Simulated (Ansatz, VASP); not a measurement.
# CdS (Greenockite): VASP beside Ansatz

Aim: how closely do two programs agree when they are given the same cell, functional and k mesh? The cell is taken from a series of VASP runs on this material, whose earlier steps may have relaxed, scaled or displaced it; both programs get it as it stands. Valence electrons are named where the data sets of a main pair hold unlike numbers.

Method: plane waves, with VASP 6.6.1 beside it; band structure at PBE0, in Ansatz 0.2.0.

## (1) Starting point

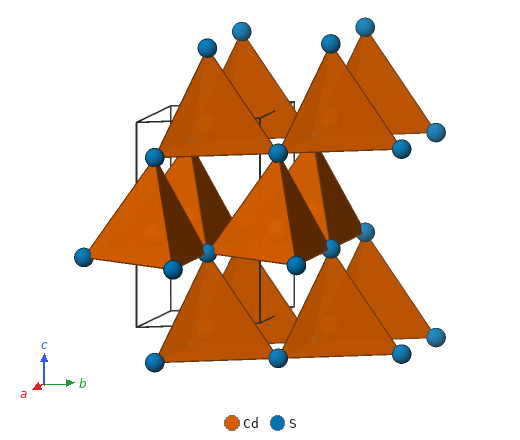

The cell as given, slightly off an axis (cadmium orange, sulfur blue). 2×2×1 cells are drawn. Some periodic images of atoms are drawn too.

## (2) Ansatz: band structure, PBE0

Ansatz runs on its default PAW (the set named soft_2) files.

The same path points are solved in both programs, so levels can be compared one by one.

Input file input.yaml:

```yaml
crystal:
  lattice:
    - [4.15, 0.0, 0.0]
    - [-2.075, 3.5940054257, 0.0]
    - [0.0, 0.0, 6.737]
  atoms:
    - { symbol: Cd, position: [0.6666666667, 0.3333333333, 0.5] }
    - { symbol: Cd, position: [0.3333333333, 0.6666666667, 0.0] }
    - { symbol: S, position: [0.6666666667, 0.3333333333, 0.875] }
    - { symbol: S, position: [0.3333333333, 0.6666666667, 0.375] }
hamiltonian:
  xc: pbe0
  pseudopotentials: { kind: paw }
kpoints:
  mp_grid: { grid: [4, 4, 2] }
  band_path:
    path:
      - [0.0, 0.0, 0.0]
      - [0.44444, 0.0, 0.0]
      - [0.38889, 0.22222, 0.0]
      - [0.18519, 0.18519, 0.0]
      - [0.0, 0.0, 0.11111]
      - [0.0, 0.0, 0.5]
      - [0.44444, 0.0, 0.5]
      - [0.38889, 0.22222, 0.5]
      - [0.18519, 0.18519, 0.5]
      - [0.5, 0.0, 0.38889]
      - [0.33333, 0.33333, 0.0]
      - [0.33333, 0.33333, 0.5]
    npoints: 1
scf:
  occupations: { method: gaussian, width: 0.03 }
  n_extra_bands: 8
output:
  forces: true
  stress: true
  eigenvalues: true
```

Launch:

```console
> ansatz run input.yaml --threads 4 --pin off --max-ram 9216MiB --backend cpu --events-out ev --progress --plain --runs-dir out
```

Numbers of over 12 decimals in the logs are rounded to 6 here.

The log of the run:

```text
Warning: output.stress: scf.convergence.dr2_threshold = 1e-7 eV (the SCF's general default) is looser than the 4e-10 eV advised for a printed stress (1e-10 eV for each atom of the cell: 4). What an SCF threshold leaves in a stress goes as its square root, and in the free energy as the threshold itself, and one threshold admits the most on a small cell: [figures from the program's tests cut] Set scf.convergence.dr2_threshold to 4e-10 eV or tighter. The threshold is an SCF's pass mark: one that does not reach it within its budget of iterations ends unconverged, or closes short of it on a stop that the run arms, and scf.convergence.dr2_threshold's page says what that costs each kind of run
Warning: output.stress: scf.exx.energy_threshold = 1e-6 eV is looser than the 4e-8 eV advised for a stress under a hybrid functional (1e-8 eV for each atom of the cell: 4). Every SCF of the exchange loop can meet its threshold on dr2 while the loop round them stops early: no threshold on dr2 bounds what that leaves in the stress. Set scf.exx.energy_threshold to 4e-8 eV or tighter. The threshold is the loop's pass mark: a loop that does not reach it within its budget of cycles ends unconverged, and scf.exx.energy_threshold's page has the law
scf.n_extra_bands = 8 over 26 filled bands (N_el = 52.0): the run solves 34 bands
Engine: ansatz 0.2.0, aarch64-unknown-linux-gnu
Pseudopotentials: kind: paw
Pseudopotential: Cd, paw, valence charge 20, recommended cutoff 420 eV (normal), Cd.paw.azcp
Pseudopotential: S, paw, valence charge 6, recommended cutoff 420 eV (normal), S.paw.azcp
Functional definition: PBE0
  parameter a = 0.25
  parameter kappa = 0.804
  parameter beta = 0.066725
  exchange = (1 - a)*pbe_x(kappa = kappa, mu = beta*pi^2/3) + a*exact_x
  correlation = pbe_c(beta = beta)
Crystal: 4 atoms, lattice volume = 100.483 Å³
Basis set: ecut = 420 eV, 1973 PW (Γ), exchange–correlation on 60×60×96 points (8 copies of the dense FFT grid, shifted against one another)
Bands: 34, of which v1, the nominal top of the filled ones, is band 26 counted from 1 (25 counted from 0)
Symmetry: 12 space group operations
Space group: P63mc (ITA 186), of the structure as read, at distance tolerance 4.6e-5 Å
k-points: 8 of 32
Non-local potential: Cd, projectors of the file, l = 0: 3, l = 1: 2, l = 2: 2, l = 3: 1
Non-local potential: S, projectors of the file, l = 0: 2, l = 1: 2, l = 2: 2
PAW form: soft (Blöchl's): semilocal exchange-correlation on the pseudo side does not see the compensation charge
PAW frozen core: Cd, regenerated for the run's functional, and the local potential with it (the file was generated under x = pbe(κ = 0.804, μ = 0.219515), c = pbe(β = 0.066725))
PAW frozen core: S, regenerated for the run's functional, and the local potential with it (the file was generated under x = pbe(κ = 0.804, μ = 0.219515), c = pbe(β = 0.066725))
PAW one-centre angular grid: Cd, 590 points (default); XC on 64 Gauss nodes
PAW one-centre angular grid: S, 110 points (default); XC on 64 Gauss nodes
Initial density: superposition of atomic densities (neutral atoms: chi_scale 0, normalization atom), corrected by the library's trained network
Initial wavefunctions: pseudopotential atomic-orbital guess
Functional: x = pbe(κ = 0.804, μ = 0.219515), c = pbe(β = 0.066725), warm-up for x = 0.75 pbe(κ = 0.804, μ = 0.219515) + 0.25 exact, c = pbe(β = 0.066725)
SCF iter   1: F=—  HF=-18315.599310 eV  |F-HF|=—  |Δ(HF+E_count)|=         —  Δρ=7.98e-4  dr2=4.17e-4  ethr=1.77e-3  ⟨swp⟩=10.8  Hψ=1318  notcnv=0
preconditioner: auto → none  [insulator: Δε(μ)=1.183 eV  Ē_g=12.305 eV  σ=0.030 eV  W_gap=1.00  n_scr=22 (ndim 8)  ℏωp=22.2 eV  f_vac=0.131  D(μ)=0.00/eV (n_scr^D=0)]
iter 2 solved again at ethr=4.84e-8 eV; its pass at ethr=8.02e-7 eV (dr2=2.52e-5 eV) is discarded
SCF iter   2: F=-18315.599667 eV  HF=-18315.599580 eV  |F-HF|=8.80e-5  |Δ(HF+E_count)|=   2.70e-4  Δρ=2.14e-4  dr2=2.52e-5  ethr=4.84e-8  ⟨swp⟩=2.1  Hψ=1308  notcnv=0  defer=1
SCF 1 stopped early in 2 iterations: F = -18315.599667 eV  dr2 = 2.52e-5
  greatest PAW one-centre occupation: 1.000 electrons in one spin orbital (limit 2), on the Cd atom at site 1 (counted from 0), in its partial waves of l = 0
Initial density: handed on by an earlier stage of this run
Initial wavefunctions: those handed on with the density
Functional: x = 0.75 pbe(κ = 0.804, μ = 0.219515) + 0.25 exact, c = pbe(β = 0.066725)
Frozen-core exchange: fock
SCF iter   1: F=—  HF=-18323.439867 eV  |F-HF|=—  |Δ(HF+E_count)|=         —  Δρ=6.11e-3  dr2=2.80e-2  ethr=4.85e-7  ⟨swp⟩=7.5  Hψ=1364  notcnv=0
preconditioner: auto → none  [insulator: Δε(μ)=2.837 eV  Ē_g=15.106 eV  σ=0.030 eV  W_gap=1.00  n_scr=22 (ndim 8)  ℏωp=22.2 eV  f_vac=0.130  D(μ)=0.00/eV (n_scr^D=0)]
SCF iter   2: F=—  HF=-18323.432705 eV  |F-HF|=—  |Δ(HF+E_count)|=   7.16e-3  Δρ=2.36e-3  dr2=5.28e-3  ethr=4.85e-7  ⟨swp⟩=4.2  Hψ=892  notcnv=0
SCF iter   3: F=—  HF=-18323.451625 eV  |F-HF|=—  |Δ(HF+E_count)|=   1.89e-2  Δρ=1.69e-3  dr2=2.15e-3  ethr=4.85e-7  ⟨swp⟩=4.4  Hψ=910  notcnv=0
SCF iter   4: F=—  HF=-18323.451144 eV  |F-HF|=—  |Δ(HF+E_count)|=   4.81e-4  Δρ=3.79e-4  dr2=1.69e-4  ethr=4.85e-7  ⟨swp⟩=3.2  Hψ=677  notcnv=0
SCF iter   5: F=—  HF=-18323.451608 eV  |F-HF|=—  |Δ(HF+E_count)|=   4.64e-4  Δρ=2.46e-4  dr2=5.25e-5  ethr=1.79e-7  ⟨swp⟩=3.1  Hψ=630  notcnv=0
SCF iter   6: F=-18323.451595 eV  HF=-18323.451596 eV  |F-HF|=1.63e-6  |Δ(HF+E_count)|=   1.20e-5  Δρ=3.27e-5  dr2=3.83e-6  ethr=8.96e-8  ⟨swp⟩=3.0  Hψ=582  notcnv=0
SCF 2 stopped early in 6 iterations: F = -18323.451595 eV  dr2 = 3.83e-6
  Residual-converged pass: ⟨swp⟩=3.9  Hψ=709  notcnv=0  max |occ|·‖R‖ = 5.9e-6 eV (tolerance 6.7e-6 eV)  dr2=3.83e-6  dr2_onsite=4.35e-8  max |Δocc| = 0.0e0
  greatest PAW one-centre occupation: 1.001 electrons in one spin orbital (limit 2), on the Cd atom at site 0 (counted from 0), in its partial waves of l = 1
hybrid outer 1: dexx = +2.252e-2 eV, tail = 5.91e-5 eV
Frozen-core exchange: fock
SCF iter   1: F=—  HF=-18323.451795 eV  |F-HF|=—  |Δ(HF+E_count)|=         —  Δρ=6.10e-5  dr2=1.73e-6  ethr=5.68e-7  ⟨swp⟩=4.5  Hψ=650  notcnv=0
preconditioner: auto → none  [insulator: Δε(μ)=2.903 eV  Ē_g=15.054 eV  σ=0.030 eV  W_gap=1.00  n_scr=22 (ndim 8)  ℏωp=22.2 eV  f_vac=0.134  D(μ)=0.00/eV (n_scr^D=0)]
SCF iter   2: F=—  HF=-18323.451795 eV  |F-HF|=—  |Δ(HF+E_count)|=   2.90e-7  Δρ=1.74e-5  dr2=2.62e-7  ethr=3.03e-9  ⟨swp⟩=3.1  Hψ=657  notcnv=0
SCF iter   3: F=—  HF=-18323.451795 eV  |F-HF|=—  |Δ(HF+E_count)|=   4.16e-7  Δρ=6.15e-6  dr2=2.88e-8  ethr=2.97e-10  ⟨swp⟩=3.2  Hψ=717  notcnv=0
SCF iter   4: F=—  HF=-18323.451795 eV  |F-HF|=—  |Δ(HF+E_count)|=   1.09e-8  Δρ=1.32e-6  dr2=2.80e-9  ethr=4.98e-11  ⟨swp⟩=3.0  Hψ=657  notcnv=0
SCF iter   5: F=-18323.451795 eV  HF=-18323.451795 eV  |F-HF|=1.03e-9  |Δ(HF+E_count)|=   1.03e-8  Δρ=8.56e-7  dr2=1.48e-9  ethr=1.97e-12 (applied; sched 1.68e-12)  ⟨swp⟩=3.9  Hψ=689  notcnv=0
SCF 3 converged in 5 iterations: F = -18323.451795 eV  dr2 = 1.48e-9
  Residual-converged pass: ⟨swp⟩=2.6  Hψ=487  notcnv=0  max |occ|·‖R‖ = 6.0e-7 eV (tolerance 6.3e-7 eV)  dr2=1.48e-9  dr2_onsite=3.04e-11  max |Δocc| = 0.0e0
  greatest PAW one-centre occupation: 1.001 electrons in one spin orbital (limit 2), on the Cd atom at site 1 (counted from 0), in its partial waves of l = 1
hybrid outer 2: dexx = +9.343e-7 eV, tail = 5.92e-8 eV, Δε = 3.26e-3 eV (about 1.22e-4 eV left of the loop's levels), ΔF = 6.19e-4 eV/Å (tail 3.24e-4)
NSCF: frozen V_eff on 12 k-points
hybrid SCF converged: 2 outer / 11 inner (+2 warm-up), last move |dexx| = 9.34e-7 eV, tail = 5.92e-8 eV
Stability not checked: this state was not tested for a lower state beside it, because the functional holds exact exchange (a hybrid, or Hartree-Fock), whose exchange loop this test does not read (fock_operator; see scf.lower_state_search)
Free energy (F): -18323.451796 eV
Frozen-core exchange: fock
Harris-Foulkes:  -18323.451796 eV  (|F-HF|=1.03e-9)
Internal energy: -18323.451796 eV  (E = F + TS)
E sigma→0 (E₀):  -18323.451796 eV
Fermi energy:    7.171312 eV
--- Per-component energies (eV) ---
  E_band       = -1169.642459
  E_kinetic    = 1225.363706
  E_local      = -8079.214259  (includes V_loc(G=0)·N_el)
  E_nonlocal   = 125.582258
  E_hartree    = 3713.717224
  E_xc         = -421.579244
  E_vxc        = -476.296394  (∫ρ·V_xc dr)
  E_exx        = -220.943861  (= α·E_x^exact, valence–valence)
  E_paw        = -9282.589198  (= ΣΔE_a)
  E_vpaw       = -950.628147  (= ΣTr[D̂ρ^β])
  E_aug_tail   = 0.000032  (compensation charges beyond the density's cutoff)
  E_ewald      = -5382.392226
  E_core_change = -1.396227  (= ΣΔE_core)
  E_smearing   = -0.000000  (= −TS)
  E_closure    = -0.000000  (closes the sum)
  Σ components = -18323.451796   (vs F -18323.451796, Δ=0.00e0)
--- Forces (eV/Å), atoms counted from 1 ---
  atom   1  Cd    -0.00000000    -0.00000000    -0.06183535
  atom   2  Cd    -0.00000000     0.00000000    -0.06183535
  atom   3  S      0.00000000    -0.00000000     0.06186444
  atom   4  S     -0.00000000     0.00000000     0.06186444
  max |Σ_I F_I| component: 5.82e-5 eV/Å
--- Stress (GPa, compression-positive) ---
        0.691423       0.000000      -0.000000
        0.000000       0.691423       0.000000
       -0.000000       0.000000       1.071358
  P = ⅓ Tr σ = 0.8181 GPa (8.181 kbar)
--- Band table (eV; the first three rows and the last of 8) ---
  k-point 0: bands = [... 22 lower, 4.8938, 5.6785, 5.7197, 5.7197, 8.6226, 10.3092, 14.0741, 14.0741, ... 4 higher]
  k-point 1: bands = [... 22 lower, 5.2915, 5.2915, 5.2915, 5.2915, 10.3481, 10.3481, 13.7584, 13.7584, ... 4 higher]
  k-point 2: bands = [... 22 lower, 3.7069, 4.2592, 5.1938, 5.3240, 10.4551, 11.5706, 13.0493, 13.9736, ... 4 higher]
  k-point 7: bands = [... 22 lower, 3.5661, 3.5661, 4.4627, 4.4627, 11.8224, 11.8224, 13.4411, 13.4411, ... 4 higher]
```

It took 27 s on 4 threads of Arm Neoverse V2, shared host; peak memory 0.93 GiB; 96 s of CPU time.

## (3) VASP: band structure, PBE0

The same cell, functional, mesh and smearing now go to VASP, with its own data sets.

Lines of VASP's logs that name or quote its potential files are left out, and so is its time.

The run reads the wave functions of an earlier VASP run, which isn't shown here.

Input file INCAR:

```
SYSTEM = CdS
PREC = Accurate
ENCUT = 350
EDIFF = 1E-06
NELM = 100
ISMEAR = 0
SIGMA = 0.03
LREAL = .FALSE.
ALGO = Normal
LHFCALC = .TRUE.
AEXX = 0.25
GGA = PE
LASPH = .TRUE.
NBANDS = 24
PRECFOCK = Fast
HFRCUT = -1
LORBIT = 11
LWAVE = .FALSE.
LCHARG = .FALSE.
KPAR = 4
```

Input file POSCAR:

```
CdS
1.0
    4.1500000000      0.0000000000      0.0000000000
   -2.0750000000      3.5940054257      0.0000000000
    0.0000000000      0.0000000000      6.7370000000
Cd S
2 2
Direct
    0.6666666667      0.3333333333      0.5000000000
    0.3333333333      0.6666666667      0.0000000000
    0.6666666667      0.3333333333      0.8750000000
    0.3333333333      0.6666666667      0.3750000000
```

Input file KPOINTS:

```
Automatic mesh
0
Gamma
4 4 2
0 0 0
```

Input file KPOINTS_OPT:

```
Line mode
10
Line-mode
Reciprocal
  0.00000000   0.00000000   0.00000000 GAMMA
  0.50000000   0.00000000   0.00000000 M

  0.50000000   0.00000000   0.00000000 M
  0.33333333   0.33333333   0.00000000 K

  0.33333333   0.33333333   0.00000000 K
  0.00000000   0.00000000   0.00000000 GAMMA

  0.00000000   0.00000000   0.00000000 GAMMA
  0.00000000   0.00000000   0.50000000 A

  0.00000000   0.00000000   0.50000000 A
  0.50000000   0.00000000   0.50000000 L

  0.50000000   0.00000000   0.50000000 L
  0.33333333   0.33333333   0.50000000 H

  0.33333333   0.33333333   0.50000000 H
  0.00000000   0.00000000   0.50000000 A

  0.50000000   0.00000000   0.50000000 L
  0.50000000   0.00000000   0.00000000 M

  0.33333333   0.33333333   0.00000000 K
  0.33333333   0.33333333   0.50000000 H
```

PAW data sets: Cd and S (PBE family, release 64).

Launch:

```console
> mpirun -np 4 vasp_std
```

The log of the run:

```text
[banner, memory and clock lines left out]
running    4 mpi-ranks, on    1 nodes
 distrk:  each k-point on    1 cores,    4 groups
 distr:  one band on    1 cores,    1 groups

 POSCAR found type information on POSCAR CdS
 POSCAR found :  2 types and       4 ions
 LDA part: xc-table for (Slater+PW92), standard interpolation
 found WAVECAR, reading the header
 POSCAR, INCAR and KPOINTS ok, starting setup
 FFT: planning ... GRIDC
 FFT: planning ... GRID_SOFT
 FFT: planning ... GRID
 HFRCUT set to (new)   9.156263
 reading WAVECAR
 the WAVECAR file was read successfully
 initial charge from wavefunction
 entering main loop
       N       E                     dE             d eps       ncg     rms          rms(c)
DAV:   1    -0.163440211550E+02   -0.16344E+02   -0.23965E+00   392   0.142E+01    0.466E+00
DAV:   2    -0.163424642101E+02    0.15569E-02   -0.18606E-01   424   0.483E+00    0.257E+00
DAV:   3    -0.163258166883E+02    0.16648E-01   -0.36225E-02   464   0.186E+00    0.160E+00
DAV:   4    -0.163234765373E+02    0.23402E-02   -0.76256E-03   440   0.640E-01    0.101E+00
DAV:   5    -0.163233203333E+02    0.15620E-03   -0.12804E-03   424   0.212E-01    0.625E-01
DAV:   6    -0.163232356963E+02    0.84637E-04   -0.10013E-04   432   0.666E-02    0.364E-01
DAV:   7    -0.163231873378E+02    0.48358E-04   -0.25147E-05   416   0.312E-02    0.200E-01
DAV:   8    -0.163231740093E+02    0.13328E-04   -0.13495E-05   440   0.203E-02    0.107E-01
DAV:   9    -0.163231712623E+02    0.27470E-05   -0.39363E-06   448   0.118E-02    0.589E-02
DAV:  10    -0.163231709276E+02    0.33469E-06   -0.13938E-06   352   0.755E-03
   1 F= -.16323171E+02 E0= -.16323171E+02  d E =-.701791E-14
 Start KPOINTS_OPT (optional k-point list driver)
k-point batch [1-8\90]
       N       E                     dE             ncg
DAV:   1     0.363721884871E+03   -0.23244E+04      384
DAV:   2    -0.173796217562E+04   -0.21017E+04      432
DAV:   3    -0.188411718018E+04   -0.14616E+03      440
DAV:   4    -0.188716780989E+04   -0.30506E+01      472
DAV:   5    -0.188720262305E+04   -0.34813E-01      472
DAV:   6    -0.188720323889E+04   -0.61585E-03      448
DAV:   7    -0.188720325445E+04   -0.15557E-04      448
DAV:   8    -0.188720325495E+04   -0.49478E-06      352
[...]
k-point batch [89-90\90]
       N       E                     dE             ncg
DAV:   1     0.570571554992E+04   -0.20318E+04      104
DAV:   2     0.522500830541E+04   -0.48071E+03      104
DAV:   3     0.519843055192E+04   -0.26578E+02      120
DAV:   4     0.519792235333E+04   -0.50820E+00      104
DAV:   5     0.519791762795E+04   -0.47254E-02      112
DAV:   6     0.519791755215E+04   -0.75798E-04      112
DAV:   7     0.519791755048E+04   -0.16726E-05      112
DAV:   8     0.519791755044E+04   -0.39894E-07       80
```

(Continued in part 2 of 2.)

[Lines on the potential files, build, host, timing and source positions are cut from VASP's logs without a mark.]

[Logs are printed without paths, hosts, clocks, repeated set-up lines and the standing remarks that a program may print on its own settings, such as how far it seeks lower states.]

[Hosts, paths, dates, database ids (printed as entryN), source tags and the programs' standing remarks are cut or masked in the printed files.]
